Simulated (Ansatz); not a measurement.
**BH4 (doublet): one geometry, many settings at distance H1–H2 along a hydrogen transfer = 0.779 Å**

Aim: run BH4 (doublet) at one geometry under a spread of methods and options, and see what each costs and gives.

Method: the settings change from run to run; program: Ansatz 0.2.0, Gaussian basis.

7 further runs of the same task are left out: 3 that didn't finish, 4 set aside as unsound or not needed.

## (1) What is computed

The geometry derives from fragments relaxed apart (PBE0/def2-TZVP) and kept rigid, so it is no stationary point. A hydrogen atom is moved between rigid fragments.

5 atoms, charge 0, spin multiplicity 2.

Atoms are counted from 1 here; the program's logs count them from 0.

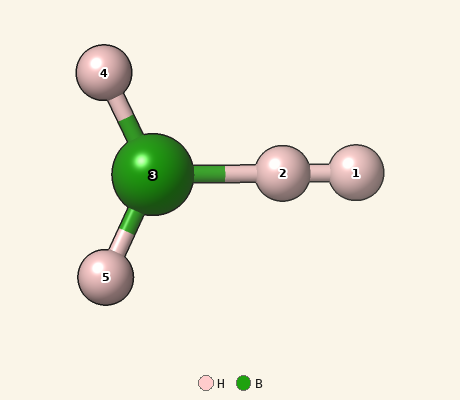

The geometry (hydrogen pink, boron green); atoms are numbered from 1 in the order of the file.

## (2) CCSD(T) on ROHF/6-31G

Contents of in.yaml:

```yaml
crystal:
  periodic: [false, false, false]
  atoms:
    - {symbol: H, position_ang: [-1.982629, 0.000000, 0.000000]}
    - {symbol: H, position_ang: [-1.203629, 0.000000, 0.000000]}
    - {symbol: B, position_ang: [0.170371, 0.000000, 0.000000]}
    - {symbol: H, position_ang: [0.679444, 0.000000, 1.077008]}
    - {symbol: H, position_ang: [0.679444, 0.000000, -1.077008]}
basis:
  gaussian: {orbitals: 6-31G}
magnetization: {spin_polarized: false, initial_magnetization: 1}
hamiltonian: {pseudopotentials: {relativity: scalar}}
correlation: {method: ccsd_t, electrons: outside_noble_gas}
scf: {omitted_lower_state_checks: [cluster_reference]}
output: {forces: true}
```

Command:

```console
ansatz run in.yaml --threads 1 --pin off --events-out ev --progress --plain --max-ram 2393MiB
```

The program printed (excerpt; [...] marks lines left out):

```text
Functional definition: HF
  name "HF"
  cite "Fock, Z. Phys. 61, 126 (1930) doi:10.1007/BF01340294"
  parent pbe
[...]
254 factors; integrals over basis functions are off by at most 6.6e-4 eV
[...]
mean field -729.90294950 eV, -26.8234386482 hartree, gradient 1.9e-6 eV, S^2 0.750000; 6 other end points of the search recorded, 0 dependent functions left out
1 core orbitals not correlated: weight in the atoms' cores, before any rotation towards them, 1.000 or more for the frozen orbitals, at most 0.000 for the correlated occupied ones
reference -729.90294950 eV, -26.8234386482 hartree; 4, 3 occupied and 12, 13 virtual orbitals, 254 factors
second order -1.69840429 eV of doubles, -0.09863638 eV of singles
cycle   1  -2.19324494 eV  change   -3.9e-1 eV  update   4.4e-2
[...]
cycle  11  -2.35764449 eV  change   -8.4e-8 eV  update   2.0e-7
perturbative correction -0.02835495 eV, -0.0010420253 hartree
[...]
Total energy: -732.28894894 eV, -26.9111225104 hartree
Relativity: scalar
Atom 0 at    -1.982629     0.000000     0.000000 Å, force    -3.635246     0.000000    -0.000000 eV/Å
Atom 1 at    -1.203629     0.000000     0.000000 Å, force     1.450185     0.000000    -0.000000 eV/Å
Atom 2 at     0.170371     0.000000     0.000000 Å, force     1.453556    -0.000000     0.000000 eV/Å
Atom 3 at     0.679444     0.000000     1.077008 Å, force     0.365752     0.000000     0.152149 eV/Å
Atom 4 at     0.679444     0.000000    -1.077008 Å, force     0.365752    -0.000000    -0.152149 eV/Å
Dipole moment:     0.143446     0.000000    -0.000000 e Å
Checks for a lower state left out: cluster_reference
```

Wall time 0.64 s (1 thread of Arm Neoverse N1, shared host).

From the report: correlation -2.3860 eV; T1 0.018; largest double amplitude 0.04.

## (3) BCCD(T) on ROHF/6-31G

in.yaml: that of step 2 with these lines changed.

```diff
@@ -11,5 +11,4 @@
 magnetization: {spin_polarized: false, initial_magnetization: 1}
-hamiltonian: {pseudopotentials: {relativity: scalar}}
-correlation: {method: ccsd_t, electrons: outside_noble_gas}
-scf: {omitted_lower_state_checks: [cluster_reference]}
+correlation: {method: bccd_t, electrons: outside_noble_gas}
+scf: {lower_state_search: off}
 output: {forces: true}
```

Launched as before.

The program printed (excerpt; [...] marks lines left out):

```text
Functional definition: HF
  name "HF"
  cite "Fock, Z. Phys. 61, 126 (1930) doi:10.1007/BF01340294"
  parent pbe
[...]
254 factors; integrals over basis functions are off by at most 6.6e-4 eV
[...]
mean field -729.72660845 eV, -26.8169582342 hartree, gradient 1.9e-6 eV, S^2 0.750000; 0 other end points of the search recorded, 0 dependent functions left out
1 core orbitals not correlated: weight in the atoms' cores, before any rotation towards them, 1.000 or more for the frozen orbitals, at most 0.000 for the correlated occupied ones
reference -729.72660845 eV, -26.8169582342 hartree; 4, 3 occupied and 12, 13 virtual orbitals, 254 factors
second order -1.69817973 eV of doubles, -0.09864002 eV of singles
cycle   1  -2.20236658 eV  change   -4.0e-1 eV  update   4.5e-2
[...]
cycle  11  -2.35770060 eV  change   -7.5e-8 eV  update   2.8e-7
perturbative correction -0.02755990 eV, -0.0010128078 hartree
[...]
Total energy: -732.11186896 eV, -26.9046149410 hartree
Atom 0 at    -1.982629     0.000000     0.000000 Å, force    -3.637821     0.000000     0.000000 eV/Å
Atom 1 at    -1.203629     0.000000     0.000000 Å, force     1.453624    -0.000000    -0.000000 eV/Å
Atom 2 at     0.170371     0.000000     0.000000 Å, force     1.451276    -0.000000     0.000000 eV/Å
Atom 3 at     0.679444     0.000000     1.077008 Å, force     0.366460     0.000000     0.153873 eV/Å
Atom 4 at     0.679444     0.000000    -1.077008 Å, force     0.366460     0.000000    -0.153873 eV/Å
Dipole moment:     0.143565     0.000000    -0.000000 e Å
Checks for a lower state left out: starts, cluster_reference, orbital_swaps, neighbouring_geometries, increment
```

It took 0.72 s on 1 thread of Arm Neoverse N1, shared host.

From the report: correlation -2.3853 eV; largest double amplitude 0.04.

## (4) CISD/6-31G

in.yaml: that of step 3 with these lines changed.

```diff
@@ -11,4 +11,3 @@
 magnetization: {spin_polarized: false, initial_magnetization: 1}
-correlation: {method: bccd_t, electrons: outside_noble_gas}
+correlation: {active_space: {ras: {orbitals: [4, 1, 12], electrons: 9, max_holes: 2, max_particles: 2}, fixed_orbitals: true}}
 scf: {lower_state_search: off}
-output: {forces: true}
```

Same command.

The program printed:

```text
Functional definition: HF
  name "HF"
  cite "Fock, Z. Phys. 61, 126 (1930) doi:10.1007/BF01340294"
  parent pbe
  exchange = exact_x
  correlation = 0
these checks for a lower state are left out or cut short: stability, starts, cluster_reference, orbital_swaps, neighbouring_geometries, increment
254 factors; integrals over basis functions are off by at most 6.6e-4 eV
mean field evaluation 1: about -729.1555 eV, gradient 9.1e0 eV
mean field evaluation 2: about -729.1514 eV, gradient 9.1e0 eV
mean field evaluation 4: about -729.7247 eV, gradient 5.6e-1 eV
mean field evaluation 8: about -729.7266 eV, gradient 1.8e-6 eV
mean field -729.72660845 eV, -26.8169582342 hartree, gradient 1.9e-6 eV, S^2 0.750000; 0 other end points of the search recorded, 0 dependent functions left out
reference -729.72660845 eV, -26.8169582342 hartree; 5, 4 occupied and 12, 13 virtual orbitals, 254 factors
state -732.04634746 eV, -26.9022070703 hartree
Total energy: -732.04634746 eV, -26.9022070703 hartree
Checks for a lower state left out: stability, starts, cluster_reference, orbital_swaps, neighbouring_geometries, increment
```

Run time: 0.72 s. Hardware: 1 thread of Arm Neoverse N1, shared host.

From the report: 2,361 determinants.

## (5) CCSDT on ROHF/def2-mTZVP

in.yaml: that of step 4 with these lines changed.

```diff
@@ -9,5 +9,7 @@
 basis:
-  gaussian: {orbitals: 6-31G}
+  gaussian: {orbitals: def2-mTZVP}
 magnetization: {spin_polarized: false, initial_magnetization: 1}
-correlation: {active_space: {ras: {orbitals: [4, 1, 12], electrons: 9, max_holes: 2, max_particles: 2}, fixed_orbitals: true}}
-scf: {lower_state_search: off}
+correlation: {method: ccsdt, electrons: all}
+accuracy: high
+scf: {lower_state_search: full}
+output: {forces: true}
```

Launched as before.

The program printed (excerpt; [...] marks lines left out):

```text
Functional definition: HF
  name "HF"
  cite "Fock, Z. Phys. 61, 126 (1930) doi:10.1007/BF01340294"
  parent pbe
[...]
626 factors; integrals over basis functions are off by at most 3.5e-9 eV
[...]
mean field -730.24204185 eV, -26.8359000623 hartree, gradient 2.3e-8 eV, S^2 0.750000; 9 other end points of the search recorded, 0 dependent functions left out
[...]
determinant -730.24204185 eV, -26.8359000623 hartree, with singles and doubles -733.64324561 eV, -26.9608919951 hartree
determinant -729.89624782 eV, -26.8231923659 hartree, with singles and doubles -733.47897565 eV, -26.9548551852 hartree
determinant -730.24204185 eV, -26.8359000623 hartree, with singles and doubles -733.64136194 eV, -26.9608227713 hartree
determinant -729.89624782 eV, -26.8231923659 hartree, with singles and doubles -733.47822278 eV, -26.9548275176 hartree
reference -730.24204185 eV, -26.8359000623 hartree; 5, 4 occupied and 26, 27 virtual orbitals, 626 factors
second order -2.66329316 eV of doubles, -0.10285049 eV of singles
cycle   1  -3.21581876 eV  change   -4.5e-1 eV  update   5.2e-2
[...]
cycle  22  -3.46785429 eV  change   7.9e-10 eV  update  3.5e-10
[...]
Total energy: -733.70989614 eV, -26.9633413567 hartree
Atom 0 at    -1.982629     0.000000     0.000000 Å, force    -3.669695    -0.000000    -0.000000 eV/Å
Atom 1 at    -1.203629     0.000000     0.000000 Å, force     1.867333     0.000000     0.000000 eV/Å
Atom 2 at     0.170371     0.000000     0.000000 Å, force     1.446122     0.000000    -0.000000 eV/Å
Atom 3 at     0.679444     0.000000     1.077008 Å, force     0.178120    -0.000000    -0.182506 eV/Å
Atom 4 at     0.679444     0.000000    -1.077008 Å, force     0.178120    -0.000000     0.182506 eV/Å
Dipole moment:     0.166320    -0.000000     0.000000 e Å
```

Run time: 74 s. Hardware: 1 thread of Arm Neoverse N1, shared host; peak memory 0.49 GiB.

From the report: correlation -3.4679 eV; T1 0.017; largest double amplitude 0.04.

## (6) All runs side by side

Where basis and cores are those of an earlier FCI/6-31G run (-732.1228 eV), and the state is the same kind, the miss against it is given.

```tsv
level	correlated	functions	energy (eV)	from FCI (meV)	time
CCSD(T) on ROHF/6-31G (relativity set)	outside noble gas	17	-732.2889		0.64 s
BCCD(T) on ROHF/6-31G	outside noble gas	17	-732.1119	10.9	0.72 s
CISD/6-31G	all	17	-732.0463		0.72 s
CCSDT on ROHF/def2-mTZVP	all	31	-733.7099		74 s
```

## (7) Outcome

```
quantity                                           value
    runs                                               4
quickest  CCSD(T) on ROHF/6-31G (relativity set), 0.64 s
 slowest                  CCSDT on ROHF/def2-mTZVP, 74 s
```

**Reading.** Total energies in different bases, with other cores or another treatment of relativity can't be set against each other. CCSDT on ROHF/def2-mTZVP took 116 times as long as CCSD(T) on ROHF/6-31G (relativity set); the jobs differ in more than the method.
